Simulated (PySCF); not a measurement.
# C2H5B (BH2(vinyl)) at 3 levels

We compute a comparison of 3 runs (SCS-MP2/def2-TZVPPD, MC-PDFT(2,4)/pcseg-1) of C2H5B (BH2(vinyl)). 

The calculation is run with PySCF 2.14.0.

3 further runs of the same task are left out: 1 that didn't finish, 2 set aside as unsound or not needed.

### Step 1. The system as given

C2H5B has 8 atoms, charge 0, and is taken as a singlet. As SMILES, `[H]B([H])C=C`. The shape is built from the SMILES string.

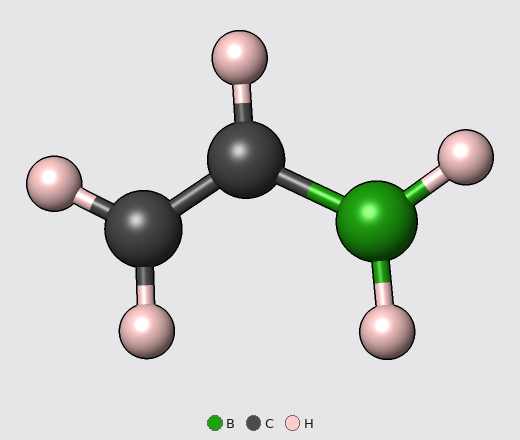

Viewed from a chosen angle; boron green, carbon dark grey, hydrogen pink.

### Step 2. A single-point energy at SCS-MP2/def2-TZVPPD (sfX2C, density fitting) (run 1)

Input file calc.py:

```python
from pyscf import gto, scf, mp
from pyscf import df
from rdkit import Chem
from rdkit.Chem import AllChem

rd = Chem.AddHs(Chem.MolFromSmiles('[H]B([H])C=C'))
AllChem.EmbedMolecule(rd, randomSeed=107)
AllChem.UFFOptimizeMolecule(rd)
xyz = rd.GetConformer().GetPositions()
geom = [(a.GetSymbol(), tuple(x)) for a, x in zip(rd.GetAtoms(), xyz)]
for s, x in geom:
    print('%-2s %12.6f %12.6f %12.6f' % (s, *x))

mol = gto.M(
    atom=geom,
    max_memory=1860,
    charge=0,
    verbose=3,
    basis='def2-tzvppd',
)

mf = scf.RHF(mol)
mf = mf.sfx2c1e()
mf = mf.density_fit(auxbasis=df.aug_etb(mol, beta=2.0))
mf.kernel()

pt = mp.MP2(mf).run()
energy = mf.e_tot + 1.2 * pt.e_corr_os + pt.e_corr_ss / 3
print('E(%s) = %.9f' % ('SCS-MP2', energy))
mf.analyze()
```

Launch:

```sh
$ OMP_NUM_THREADS=1 python calc.py
```

Log:

```text
B     -1.237186     0.168611    -0.368829
[... 20 lines left out ...]
MO #12  energy= 0.0532591394087065 occ= 0
[... 22 lines left out ...]
MO #35  energy= 0.346147222603367  occ= 0
[... 22 lines left out ...]
MO #58  energy= 0.638127955993465  occ= 0
[... 22 lines left out ...]
MO #81  energy= 1.22805118539474   occ= 0
[... 22 lines left out ...]
MO #104 energy= 2.00489197710737   occ= 0
[... 22 lines left out ...]
MO #127 energy= 3.06851852302451   occ= 0
[... 22 lines left out ...]
MO #150 energy= 3.93743060047426   occ= 0
[... 22 lines left out ...]
MO #173 energy= 4.81771126472954   occ= 0
[... 22 lines left out ...]
MO #196 energy= 24.5857196119571   occ= 0
[... 9 lines left out ...]
Dipole moment(X, Y, Z, Debye):  0.98934, -0.18959,  0.24282
```

It took 3.3 s on 1 thread of Intel Xeon 6975P-C (Granite Rapids), shared host; peak memory 0.4 GiB.

### Step 3. The energy at SCS-MP2/def2-TZVPPD (sfX2C, density fitting, Cartesian functions) (run 2)

Input file input.py:

```python
from pyscf import gto, mp
from pyscf import df
from rdkit import Chem
from rdkit.Chem import AllChem

rd = Chem.AddHs(Chem.MolFromSmiles('[H]B([H])C=C'))
AllChem.EmbedMolecule(rd, randomSeed=107)
AllChem.UFFOptimizeMolecule(rd)
xyz = rd.GetConformer().GetPositions()
geom = [(a.GetSymbol(), tuple(x)) for a, x in zip(rd.GetAtoms(), xyz)]
for s, x in geom:
    print('%-2s %12.6f %12.6f %12.6f' % (s, *x))

mol = gto.M(
    atom=geom,
    cart=True,
    max_memory=1860,
    charge=0,
    verbose=3,
    basis='def2-tzvppd',
)

mf = mol.RHF()
mf = mf.x2c()
mf = mf.density_fit(auxbasis=df.aug_etb(mol, beta=2.0))
mf.damp = 0.2
mf.diis_start_cycle = 5
mf.kernel()

pt = mp.MP2(mf).run()
e_tot = mf.e_tot + 1.2 * pt.e_corr_os + pt.e_corr_ss / 3
print(f'total energy: {e_tot:.8f} hartree')
mf.analyze()
```

Launch:

```sh
$ OMP_NUM_THREADS=1 python input.py
```

Log:

```text
B     -1.237186     0.168611    -0.368829
[... 19 lines left out ...]
MO #11  energy= -0.389167780703879 occ= 2
[... 25 lines left out ...]
MO #37  energy= 0.358264108180071  occ= 0
[... 25 lines left out ...]
MO #63  energy= 0.694263296733593  occ= 0
[... 25 lines left out ...]
MO #89  energy= 1.31031505086854   occ= 0
[... 25 lines left out ...]
MO #115 energy= 2.22576388513961   occ= 0
[... 25 lines left out ...]
MO #141 energy= 3.30121216405836   occ= 0
[... 25 lines left out ...]
MO #167 energy= 4.15453418348469   occ= 0
[... 25 lines left out ...]
MO #193 energy= 5.08035349860996   occ= 0
[... 25 lines left out ...]
MO #219 energy= 36.1890757596355   occ= 0
[... 1 line left out ...]
WARN: Weak orthogonality for localized orbitals 2.7002601320398943e-09

 ** Mulliken atomic charges  **
charge of    0B =      0.06957
charge of    1C =     -0.22075
charge of    2C =     -0.13611
charge of    3H =     -0.01818
charge of    4H =     -0.01924
charge of    5H =      0.10037
charge of    6H =      0.11377
charge of    7H =      0.11056
Dipole moment(X, Y, Z, Debye):  0.98940, -0.18967,  0.24277
```

Wall time 4.5 s (1 thread of Intel Xeon 6975P-C (Granite Rapids), shared host); peak memory 0.55 GiB.

### Step 4. The energy at MC-PDFT(2,4)/pcseg-1 (run 3)

Input file calc.py:

```python
# BH2(vinyl)
from pyscf import gto, scf, mcpdft
from rdkit import Chem
from rdkit.Chem import AllChem

rd = Chem.AddHs(Chem.MolFromSmiles('[H]B([H])C=C'))
AllChem.EmbedMolecule(rd, randomSeed=74)
AllChem.UFFOptimizeMolecule(rd)
xyz = rd.GetConformer().GetPositions()
geom = [(a.GetSymbol(), tuple(x)) for a, x in zip(rd.GetAtoms(), xyz)]
for s, x in geom:
    print('%-2s %12.6f %12.6f %12.6f' % (s, *x))

system = gto.Mole()
system.atom = geom
system.charge = 0
system.basis = 'pcseg-1'
system.max_memory = 1860
system.verbose = 4
system.spin = 0
system.build()

mf = scf.RHF(system)
mf.kernel()

cas = mcpdft.CASSCF(mf, 'tPBE', 4, 2)
cas.fix_spin_(ss=0.0)
cas.natorb = True
cas.kernel()
e_final = cas.e_tot
print('Final energy', e_final)
dip = mf.dip_moment()
pop, q = mf.mulliken_pop()
```

Launch:

```sh
$ OMP_NUM_THREADS=1 python calc.py
```

Log:

```text
B      1.271439    -0.278931    -0.027108
C     -0.066804     0.519036     0.135442
C     -1.252775    -0.060204    -0.062314
[... 4 lines of this table left out ...]
H     -2.163375     0.517799     0.057600

PySCF version 2.14.0

[... 62 lines left out ...]
converged SCF energy = -103.264688751753
[... 24 lines left out ...]
sorting_mo_energy = False
[... 29 lines left out ...]
1-step CASSCF converged in   7 macro (116 JK  24 micro) steps
[... 2 lines left out ...]
Natural orbital (expansion on meta-Lowdin AOs) in CAS space
[... 12 lines left out ...]
CASSCF energy = -103.294409415087
[... 2 lines left out ...]
MC-PDFT state 0 E = -103.81549905327441, Eot(tPBE) = -16.574702866118773
Final energy -103.81549905327441
Dipole moment(X, Y, Z, Debye): -1.04327,  0.09030, -0.01458
[... 76 lines left out ...]
charge of    7H =      0.12990
```

It took 4.5 s on 1 thread of Intel Xeon 6975P-C (Granite Rapids), shared host; peak memory 0.38 GiB.

### Step 5. Overview of the runs

| run | level | Cartesian functions | damping | energy (Eh) | dipole moment (D) of the reference | HOMO energy (eV) | LUMO energy (eV) | wall time |
| --- | --- | --- | --- | --- | --- | --- | --- | --- |
| 1 | SCS-MP2/def2-TZVPPD (sfX2C, density fitting) | no | – | -103.861483 | 1.04 | -10.59 | 1.45 | 3.3 s |
| 2 | SCS-MP2/def2-TZVPPD (sfX2C, density fitting, Cartesian functions) | yes | 0.2 | -103.867659 | 1.04 | -10.59 | 1.23 | 4.5 s |
| 3 | MC-PDFT(2,4)/pcseg-1 | no | – | -103.815499 | 1.05 | -10.60 | 1.66 | 4.5 s |

### Step 6. Summary of results

| quantity | value |
| --- | --- |
| run 3: total energy | -103.81550 Eh |
| run 3: dipole moment (Hartree–Fock density) | 1.05 D |
| run 3: HOMO energy (Hartree–Fock orbitals) | -10.60 eV |
| run 3: LUMO energy (Hartree–Fock orbitals) | 1.66 eV |
| run 3: HOMO–LUMO gap (Hartree–Fock orbitals) | 12.25 eV |

All runs together took 12 s, the longest 4.5 s.
